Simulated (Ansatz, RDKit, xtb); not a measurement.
**Isomers of C5H5FN2Si, a sample narrowed down, part 1 of 2**

A sample of isomers of C5H5FN2Si is drawn. Aim: find which of them has the lowest free energy at 298.15 K, then its properties. The sample is small against all isomers, and the most stable one of this formula need not be in it.

The funnel: GFN2-xTB relaxations, single points with a density functional, relaxations at r2SCAN-D4/def2-SVP, harmonic vibrations (at GFN2-xTB), and a last energy at a higher level. All values are calculated.

## 1. Candidates

Isomers were taken from a list of plausible structures; this is a sample, not all of them. That gives 6 candidates.

| label | SMILES | spin |
| --- | --- | --- |
| c020 | N#C[Si@@H]1CC[C@@]1(F)C#N | singlet |
| c060 | C#Cc1cncn1[SiH2]F | singlet |
| c283 | C#Cc1nccn1[SiH2]F | singlet |
| c290 | N#CC1=C[SiH2][C@]1(F)C=N | singlet |
| c581 | C=C(C#N)[SiH2][C@H](F)C#N | singlet |
| c820 | N#Cc1ccc(F)n1[SiH3] | singlet |

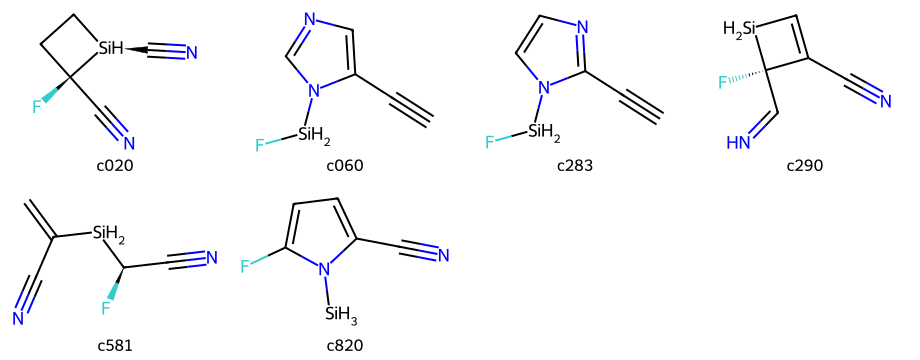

Structural formulas of the candidates.

Candidates are built by distance geometry, with a force field where one applies, in up to four conformers (letters a to d).

## 2. Search with GFN2-xTB

All 12 starts are relaxed the same way. One of them, c283a (taken from a list of plausible isomers, embedded by distance geometry and MMFF94), in full:

The input, start.xyz:

```xyz
14
c283a
C      0.527320    -1.540924    -2.020281
C      0.161376    -0.418499    -1.909020
C     -0.344307     0.871448    -1.829826
C     -0.976987     2.862499    -2.451809
C     -1.219635     2.803523    -1.119897
F     -1.401040     2.046949     1.885047
N     -0.505213     1.668355    -2.931237
N     -0.828774     1.530289    -0.750158
Si    -0.799769     0.909494     0.919280
H      0.948031    -2.563759    -2.119667
H     -1.217148     3.653601    -3.135164
H     -1.612714     3.578444    -0.376560
H     -1.718694    -0.253196     0.973856
H      0.566017     0.516377     1.338713
```

Run with:

```console
$ xtb start.xyz --gfn 2 --opt
```

The program printed, shortened:

```text
* xtb version 6.7.1
[...]
          :  # basis functions                  47          :
[...]
          :  # electrons                        46          :
[...]
          :  Hamiltonian                  GFN2-xTB          :
[...]
          :  net charge                          0          :
          :  unpaired electrons                  0          :
[...]
   *** convergence criteria satisfied after 14 iterations ***
[...]
   *** GEOMETRY OPTIMIZATION CONVERGED AFTER 12 ITERATIONS ***
[...]
   *** convergence criteria satisfied after 3 iterations ***
[...]
         ::                     SUMMARY                     ::
         :::::::::::::::::::::::::::::::::::::::::::::::::::::
         :: total energy             -25.593303825382 Eh    ::
         :: gradient norm              0.000674583807 Eh/a0 ::
         :: HOMO-LUMO gap              3.542449530310 eV    ::
         ::.................................................::
         :: SCC energy               -25.976594948213 Eh    ::
         :: -> isotropic ES            0.041827418652 Eh    ::
         :: -> anisotropic ES          0.002788198052 Eh    ::
         :: -> anisotropic XC          0.016511555622 Eh    ::
         :: -> dispersion             -0.012278551070 Eh    ::
         :: repulsion energy           0.383291122831 Eh    ::
         :: add. restraining           0.000000000000 Eh    ::
         :: total charge              -0.000000000000 e     ::
         :::::::::::::::::::::::::::::::::::::::::::::::::::::
[...]
        23        2.0000           -0.3813156             -10.3761 (HOMO)
        24                         -0.2511329              -6.8337 (LUMO)
[...]
     #   Z          covCN         q      C6AA      α(0)
     1   6          1.909    -0.091    33.601     9.361
     2   6          1.970    -0.033    31.959     9.129
     3   6          3.247     0.146    23.935     7.924
     4   6          3.143     0.023    27.256     8.543
     5   6          3.060    -0.005    28.077     8.689
     6   9          0.705    -0.260    11.882     4.070
     7   7          1.909    -0.259    27.595     7.788
     8   7          2.747    -0.168    24.623     7.370
     9  14          3.424     0.581   102.668    19.840
    10   1          0.928     0.091     1.866     2.136
    11   1          0.926     0.035     2.512     2.478
    12   1          0.927     0.035     2.520     2.482
    13   1          0.921    -0.048     4.039     3.143
    14   1          0.921    -0.048     4.039     3.143
[...]
     #   Z sym  total        # sym  WBO       # sym  WBO       # sym  WBO
 ---------------------------------------------------------------------------
     1   6      3.970 --     2      2.817    10      0.969
     2   6      3.980 --     1      2.817     3      1.118
     3   6      3.961 --     7      1.505     8      1.172     2      1.118
     4   6      3.978 --     5      1.592     7      1.285    11      0.969
     5   6      3.950 --     4      1.592     8      1.203    12      0.972
     6   9      1.206 --     9      1.109
     7   7      3.043 --     3      1.505     4      1.285
     8   7      3.580 --     5      1.203     3      1.172     9      0.916
     9  14      3.859 --     6      1.109     8      0.916    14      0.885
                            13      0.885
    10   1      0.991 --     1      0.969
    11   1      0.997 --     4      0.969
    12   1      0.998 --     5      0.972
[...]
molecular dipole:
                 x           y           z       tot (Debye)
 q only:        0.141      -0.743       0.787
   full:        0.088      -0.690       0.992       3.079
molecular quadrupole (traceless):
[...]
          | TOTAL ENERGY              -25.593303825382 Eh   |
          | GRADIENT NORM               0.000674583807 Eh/α |
          | HOMO-LUMO GAP               3.542449530310 eV   |
           -------------------------------------------------
[...]
```

Wall time 0.11 s (4 threads of Arm Neoverse V1, shared host).

## 3. What the search left

12 of the 12 relaxations converged; 1 ended on a minimum already found. 11 distinct structures remain:

| label | start | SMILES after | spin | energy (kcal/mol) |
| --- | --- | --- | --- | --- |
| c060a | drawn | C#Cc1cncn1[SiH2]F | singlet | 0.0 |
| c283a | drawn | C#Cc1nccn1[SiH2]F | singlet | 1.5 |
| c283b | drawn | C#Cc1nccn1[SiH2]F | singlet | 2.1 |
| c820a | drawn | N#Cc1ccc(F)n1[SiH3] | singlet | 24.3 |
| c020a | drawn | N#C[Si@@H]1CC[C@@]1(F)C#N | singlet | 102.4 |
| c581d | drawn | C=C(C#N)[SiH2][C@H](F)C#N | singlet | 104.1 |
| c581b | drawn | C=C(C#N)[SiH2][C@H](F)C#N | singlet | 104.3 |
| c581a | drawn | C=C(C#N)[SiH2][C@H](F)C#N | singlet | 104.6 |
| c290b | drawn | N#CC1=C[SiH2][C@]1(F)C=N | singlet | 106.1 |
| c290c | drawn | N#CC1=C[SiH2][C@]1(F)C=N | singlet | 106.8 |
| c290a | drawn | N#CC1=C[SiH2][C@]1(F)C=N | singlet | 107.1 |

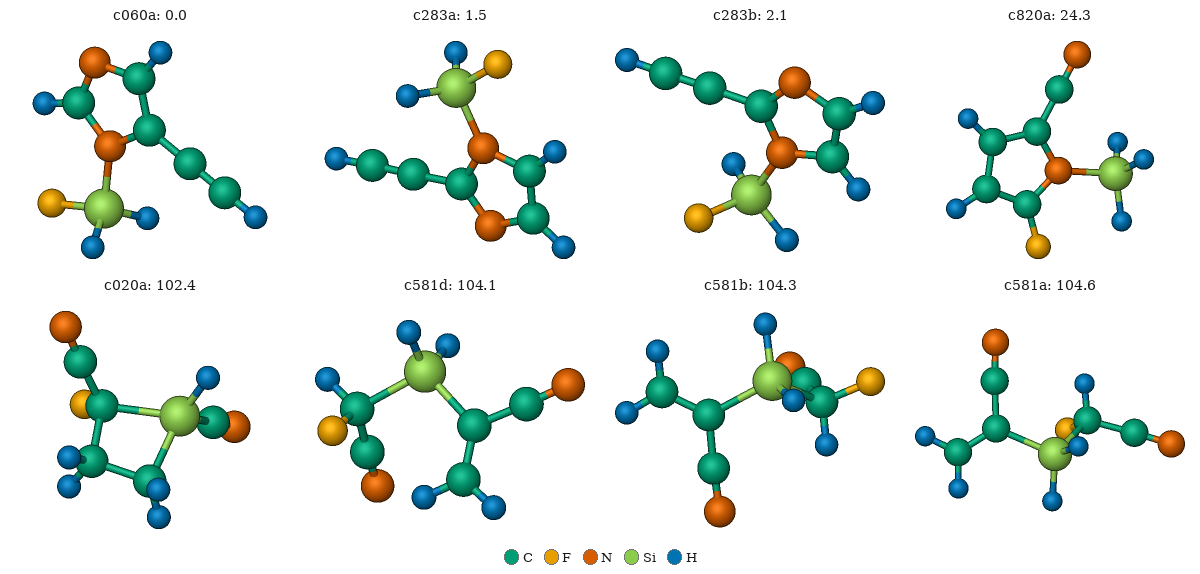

The 8 lowest minima that did not fall apart, with their GFN2-xTB energies in kcal/mol.

## 4. Second filter: single points

A choice of the minima (the low ones first, few conformers of a pattern, up to a cap) and the lowest that fell apart get a single point at r2SCAN-D4/def2-SVP on the tight-binding geometry, and one at HF/STO-3G for comparison. The lowest singlets are also tried as triplets at the same geometry (label ending in t). The first, c060a:

The input, input.yaml:

```yaml
crystal:
  periodic: [false, false, false]
  atoms:
    - {symbol: C, position_ang: [0.427114, -1.298488, -2.138970]}
    - {symbol: C, position_ang: [0.002702, -0.182162, -2.004299]}
    - {symbol: C, position_ang: [-0.491716, 1.116945, -1.836820]}
    - {symbol: C, position_ang: [-0.748637, 2.106275, -2.751389]}
    - {symbol: C, position_ang: [-1.257806, 2.904261, -0.853404]}
    - {symbol: F, position_ang: [-1.217392, 1.890649, 1.984689]}
    - {symbol: "N", position_ang: [-1.225155, 3.207343, -2.113078]}
    - {symbol: N, position_ang: [-0.823441, 1.634415, -0.594948]}
    - {symbol: Si, position_ang: [-0.693663, 0.801397, 0.931172]}
    - {symbol: H, position_ang: [0.797156, -2.268698, -2.283592]}
    - {symbol: H, position_ang: [-0.619978, 2.087720, -3.814850]}
    - {symbol: H, position_ang: [-1.586803, 3.558618, -0.072115]}
    - {symbol: H, position_ang: [-1.625518, -0.309409, 0.974363]}
    - {symbol: H, position_ang: [0.699750, 0.547139, 1.243750]}
basis:
  gaussian: {orbitals: def2-SVP}
magnetization: {spin_polarized: false}
hamiltonian: {xc: r2scan, dispersion: d4}
scf: {lower_state_search: "off"}
```

Run with:

```console
$ ansatz run input.yaml --threads 4 --pin off --max-ram 7830MiB --events-out events.jsonl --progress --plain --runs-dir runs
```

The program printed, shortened:

```text
Warning: RAYON_NUM_THREADS=4 ignored (pool sized by the plan → 4); use --threads N
Functional definition: r2SCAN
  name "r2SCAN"
[...]
1768 factors; their error is unknown
[...]
mean field -18823.37478251 eV, -691.7462643157 hartree, gradient 6.7e-6 eV, S^2 0.000000; 0 other end points of the search recorded, 0 dependent functions left out
reference -18823.37479349 eV, -691.7462647192 hartree; 36, 36 occupied and 119, 119 virtual orbitals, 1768 factors
Total energy: -18823.48907389 eV, -691.7504644465 hartree
Checks for a lower state left out: stability, starts, cluster_reference, orbital_swaps, neighbouring_geometries, increment
```

It took 2.5 s on 4 threads of Arm Neoverse V1, shared host; peak memory 0.21 GiB.

Relative energies in kcal/mol, each column from its lowest structure that stays in one piece:

| label | SMILES | spin | GFN2-xTB | HF/STO-3G | r2SCAN-D4/def2-SVP |
| --- | --- | --- | --- | --- | --- |
| c060a | C#Cc1cncn1[SiH2]F | singlet | 0.0 | 28.5 | 0.0 |
| c283b | C#Cc1nccn1[SiH2]F | singlet | 2.1 | 28.6 | 1.6 |
| c283a | C#Cc1nccn1[SiH2]F | singlet | 1.5 | 29.4 | 1.7 |
| c820a | N#Cc1ccc(F)n1[SiH3] | singlet | 24.3 | 0.0 | 14.4 |
| c060at | C#Cc1cncn1[SiH2]F | triplet | – | – | 78.8 |
| c283bt | C#Cc1nccn1[SiH2]F | triplet | – | – | 81.2 |

## 5. Third filter: density-functional geometries

3 candidates are relaxed at r2SCAN-D4/def2-SVP (chosen among the lowest in one piece, one conformer a pattern). The first, c060a:

input.yaml, as its differences from that of step 4:

```diff
@@ -1 +1,4 @@
+basis:
+  gaussian:
+    orbitals: def2-SVP
 crystal:
@@ -9,3 +12,3 @@
     - {symbol: F, position_ang: [-1.217392, 1.890649, 1.984689]}
-    - {symbol: "N", position_ang: [-1.225155, 3.207343, -2.113078]}
+    - {symbol: N, position_ang: [-1.225155, 3.207343, -2.113078]}
     - {symbol: N, position_ang: [-0.823441, 1.634415, -0.594948]}
@@ -17,6 +20,8 @@
     - {symbol: H, position_ang: [0.699750, 0.547139, 1.243750]}
-basis:
-  gaussian: {orbitals: def2-SVP}
-magnetization: {spin_polarized: false}
-hamiltonian: {xc: r2scan, dispersion: d4}
-scf: {lower_state_search: "off"}
+relax:
+  f_tol: 0.006
+scf:
+  lower_state_search: "off"
+hamiltonian:
+  xc: {name: r2SCAN}
+  dispersion: d4
```

Run with:

```console
$ ansatz run input.yaml --threads 4 --pin off --max-ram 7830MiB --events-out events.jsonl --progress --plain --runs-dir runs
```

The program printed, shortened:

```text
Warning: RAYON_NUM_THREADS=4 ignored (pool sized by the plan → 4); use --threads N
[...]
[... 2 set-up lines as earlier in the session ...]
[...]
1768 factors; their error is unknown
[...]
mean field -18823.37478085 eV, -691.7462642547 hartree, gradient 9.7e-6 eV, S^2 0.000000; 0 other end points of the search recorded, 0 dependent functions left out
[...]
reference -18823.37479183 eV, -691.7462646582 hartree; 36, 36 occupied and 119, 119 virtual orbitals, 1768 factors
relax step   1: F+E_penalty+E_count = -18823.48906125 eV  Δ(F+E_penalty+E_count) = +0.000e0 eV  max|allowed force component| = 1.225e0 eV/Å  Δτ_max = 0.0000 Å  (21 SCF iters, accepted)
[...]
relax step   3: F+E_penalty+E_count = -18823.62695170 eV  Δ(F+E_penalty+E_count) = -1.204e-2 eV  max|allowed force component| = 1.442e-1 eV/Å  Δτ_max = 0.0213 Å  (24 SCF iters, accepted)
[...]
Atom 5 at    -1.222206     1.904302     2.002246 Å, force     0.000075    -0.000253     0.000156 eV/Å
Atom 6 at    -1.238777     3.250766    -2.129568 Å, force    -0.000430    -0.001225     0.000156 eV/Å
Atom 7 at    -0.828167     1.652604    -0.613914 Å, force    -0.000914     0.002111     0.002539 eV/Å
Atom 8 at    -0.694893     0.802089     0.937461 Å, force     0.000005    -0.000301     0.002446 eV/Å
Atom 9 at     0.808766    -2.322038    -2.203652 Å, force    -0.000640     0.001340     0.002933 eV/Å
Atom 10 at    -0.625296     2.115768    -3.856158 Å, force    -0.000050     0.000473    -0.000604 eV/Å
Atom 11 at    -1.600091     3.582475    -0.041155 Å, force     0.000069     0.000086    -0.000693 eV/Å
Atom 12 at    -1.592486    -0.374494     0.961045 Å, force    -0.000572    -0.000080    -0.000160 eV/Å
Atom 13 at     0.718860     0.473978     1.227729 Å, force     0.000484     0.000069    -0.000081 eV/Å
Dipole moment:     0.172860    -0.563054     0.290710 e Å
Checks for a lower state left out: stability, starts, cluster_reference, orbital_swaps, neighbouring_geometries, increment
```

Wall time 26 s (4 threads of Arm Neoverse V1, shared host); peak memory 0.23 GiB.

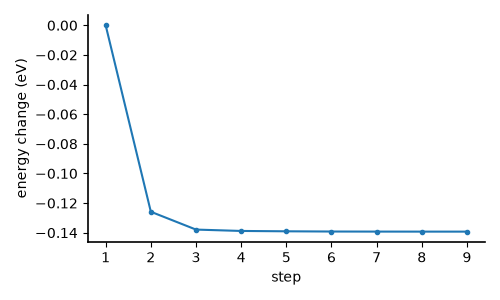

Energy along the run, all evaluated steps.

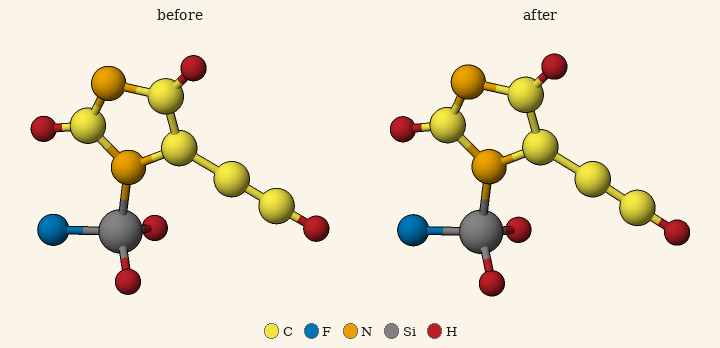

Before and after, at one scale.

After the run. Bond lengths: C1–C2 1.220 Å, C2–C3 1.411 Å, C3–C4 1.390 Å, C4–N7 1.363 Å, C5–N7 1.315 Å, C3–N8 1.399 Å, C5–N8 1.376 Å, F6–Si9 1.621 Å, N8–Si9 1.774 Å, C1–H10 1.074 Å, C4–H11 1.090 Å, C5–H12 1.091 Å, Si9–H13 1.480 Å, Si9–H14 1.480 Å. Some angles: C1–C2–C3 178.5°, C2–C3–C4 133.1°, C2–C3–N8 121.5°, C4–C3–N8 105.4°, C3–C4–N7 110.5°, C4–N7–C5 105.8°, N7–C5–N8 112.7°, C3–N8–C5 105.5°, C3–N8–Si9 125.9°, C5–N8–Si9 128.5°.

## 6. After refinement

| label | spin | r2SCAN-D4/def2-SVP (kcal/mol) | r2SCAN-D4/def2-SVP, relaxed (kcal/mol) | time |
| --- | --- | --- | --- | --- |
| c060a | singlet | 0.0 | 0.0 | 26 s |
| c283b | singlet | 1.6 | 1.5 | 34 s |
| c820a | singlet | 14.4 | 14.8 | 26 s |

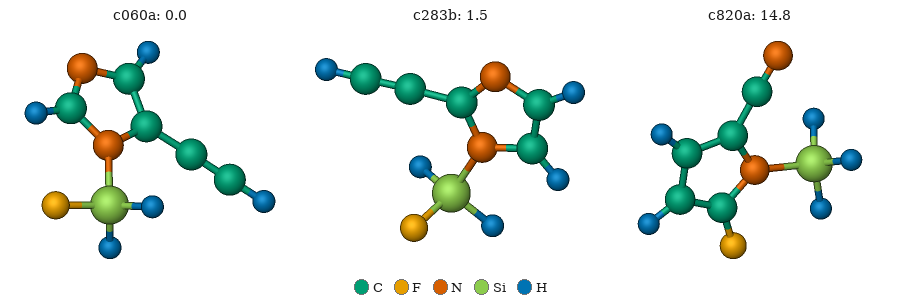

The relaxed structures, with energies at r2SCAN-D4/def2-SVP in kcal/mol.

## 7. Vibrations and thermal terms

The lowest few in one piece go on as finalists. In this search the thermal terms come from GFN2-xTB at its own nearest minimum. The first, c060a:

The input, start.xyz:

```xyz
14
c060a
C      0.431242    -1.320939    -2.104756
C      0.003700    -0.181888    -2.011838
C     -0.493106     1.130547    -1.867610
C     -0.761491     2.148789    -2.775295
C     -1.269441     2.934047    -0.854026
F     -1.222206     1.904302     2.002246
N     -1.238777     3.250766    -2.129568
N     -0.828167     1.652604    -0.613914
Si    -0.694893     0.802089     0.937461
H      0.808766    -2.322038    -2.203652
H     -0.625296     2.115768    -3.856158
H     -1.600091     3.582475    -0.041155
H     -1.592486    -0.374494     0.961045
H      0.718860     0.473978     1.227729
```

Run with:

```console
$ xtb start.xyz --gfn 2 --ohess tight
```

The program printed, shortened:

```text
* xtb version 6.7.1
[...]
          :  # basis functions                  47          :
[...]
          :  # electrons                        46          :
[...]
          :  Hamiltonian                  GFN2-xTB          :
[...]
          :  net charge                          0          :
          :  unpaired electrons                  0          :
[...]
   *** convergence criteria satisfied after 14 iterations ***
[...]
   *** GEOMETRY OPTIMIZATION CONVERGED AFTER 12 ITERATIONS ***
[...]
   *** convergence criteria satisfied after 3 iterations ***
[...]
         ::                     SUMMARY                     ::
         :::::::::::::::::::::::::::::::::::::::::::::::::::::
         :: total energy             -25.595674465377 Eh    ::
         :: gradient norm              0.000355718765 Eh/a0 ::
         :: HOMO-LUMO gap              3.726423526945 eV    ::
         ::.................................................::
         :: SCC energy               -25.979864643372 Eh    ::
         :: -> isotropic ES            0.041242325219 Eh    ::
         :: -> anisotropic ES          0.002791512885 Eh    ::
         :: -> anisotropic XC          0.016279885091 Eh    ::
         :: -> dispersion             -0.012295086610 Eh    ::
         :: repulsion energy           0.384190177995 Eh    ::
         :: add. restraining           0.000000000000 Eh    ::
         :: total charge              -0.000000000000 e     ::
         :::::::::::::::::::::::::::::::::::::::::::::::::::::
[...]
        23        2.0000           -0.3835479             -10.4369 (HOMO)
        24                         -0.2466044              -6.7104 (LUMO)
[...]
molecular dipole:
                 x           y           z       tot (Debye)
 q only:        0.325      -1.049       0.520
   full:        0.431      -1.348       0.549       3.858
molecular quadrupole (traceless):
[...]
          | TOTAL ENERGY              -25.595674465392 Eh   |
          | TOTAL ENTHALPY            -25.498112241930 Eh   |
          | TOTAL FREE ENERGY         -25.543295812520 Eh   |
          | GRADIENT NORM               0.000355843786 Eh/α |
[...]
```

Wall time 0.27 s (4 threads of Arm Neoverse V1, shared host).

## 8. Zero-point energy and free-energy terms

As xtb prints them, at 298.15 K, with its own treatment of low modes:

| label | SMILES | spin | lowest mode (cm⁻¹) | zero-point (kcal/mol) | G − E (kcal/mol) |
| --- | --- | --- | --- | --- | --- |
| c060a | C#Cc1cncn1[SiH2]F | singlet | 43 | 54.7 | 32.9 |
| c283b | C#Cc1nccn1[SiH2]F | singlet | 27 | 54.7 | 32.9 |
| c820a | N#Cc1ccc(F)n1[SiH3] | singlet | 21 | 53.6 | 31.7 |

## 9. Last filter: a higher level

Single points at CCSD(T)/def2-SVP + MP2/def2-TZVPP - MP2/def2-SVP on the refined geometries decide the order.

c060a, CCSD(T)/def2-SVP:

The input, input.yaml:

```yaml
crystal:
  periodic: [false, false, false]
  atoms:
    - {symbol: C, position_ang: [0.431242, -1.320939, -2.104756]}
    - {symbol: C, position_ang: [0.003700, -0.181888, -2.011838]}
    - {symbol: C, position_ang: [-0.493106, 1.130547, -1.867610]}
    - {symbol: C, position_ang: [-0.761491, 2.148789, -2.775295]}
    - {symbol: C, position_ang: [-1.269441, 2.934047, -0.854026]}
    - {symbol: F, position_ang: [-1.222206, 1.904302, 2.002246]}
    - {symbol: "N", position_ang: [-1.238777, 3.250766, -2.129568]}
    - {symbol: "N", position_ang: [-0.828167, 1.652604, -0.613914]}
    - {symbol: Si, position_ang: [-0.694893, 0.802089, 0.937461]}
    - {symbol: H, position_ang: [0.808766, -2.322038, -2.203652]}
    - {symbol: H, position_ang: [-0.625296, 2.115768, -3.856158]}
    - {symbol: H, position_ang: [-1.600091, 3.582475, -0.041155]}
    - {symbol: H, position_ang: [-1.592486, -0.374494, 0.961045]}
    - {symbol: H, position_ang: [0.718860, 0.473978, 1.227729]}
basis:
  gaussian:
    orbitals: def2-SVP
correlation:
  method: ccsd_t
  frozen_orbitals: {Si: 5, H: 0, "N": 1, C: 1, F: 1}
```

Run with:

```console
$ ansatz run input.yaml --threads 4 --pin off --max-ram 7830MiB --events-out events.jsonl --progress --plain --runs-dir runs
```

The program printed, shortened:

```text
Warning: RAYON_NUM_THREADS=4 ignored (pool sized by the plan → 4); use --threads N
Functional definition: HF
  name "HF"
[...]
1571 factors; integrals over basis functions are off by at most 1.3e-3 eV
[...]
mean field -18752.20956954 eV, -689.1309909764 hartree, gradient 1.8e-6 eV, S^2 0.000000; 0 other end points of the search recorded, 0 dependent functions left out; unrestricted orbitals would lower it
13 core orbitals not correlated: weight in the atoms' cores, before any rotation towards them, 1.000 or more for the frozen orbitals, at most 0.000 for the correlated occupied ones
reference -18752.20956954 eV, -689.1309909764 hartree; 23, 23 occupied and 119, 119 virtual orbitals, 1571 factors
second order -33.69232981 eV of doubles, -0.00000000 eV of singles
cycle   1  -33.48265470 eV  change    2.1e-1 eV  update   1.5e-1
[...]
cycle  10  -34.72754195 eV  change    1.4e-5 eV  update   2.4e-5
perturbative correction -1.38111322 eV, -0.0507549746 hartree
Total energy: -18788.31822471 eV, -690.4579595785 hartree
```

Wall time 55 s (4 threads of Arm Neoverse V1, shared host); peak memory 1.6 GiB.

(Continued in part 2 of 2.)
